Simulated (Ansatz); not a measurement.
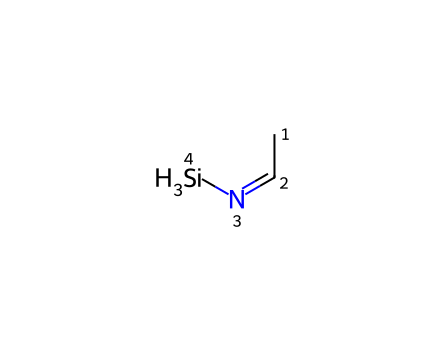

A structural formula, with wedges where it has stereocentres; small numbers name the atoms. The configuration is that of a computed structure (PBE0-D4/def2-TZVP).

Q: Assign CIP descriptors.

A: C2=N3: Z.

Q: Give a SMILES with the stereochemistry.

A: C/C=N\[SiH3]
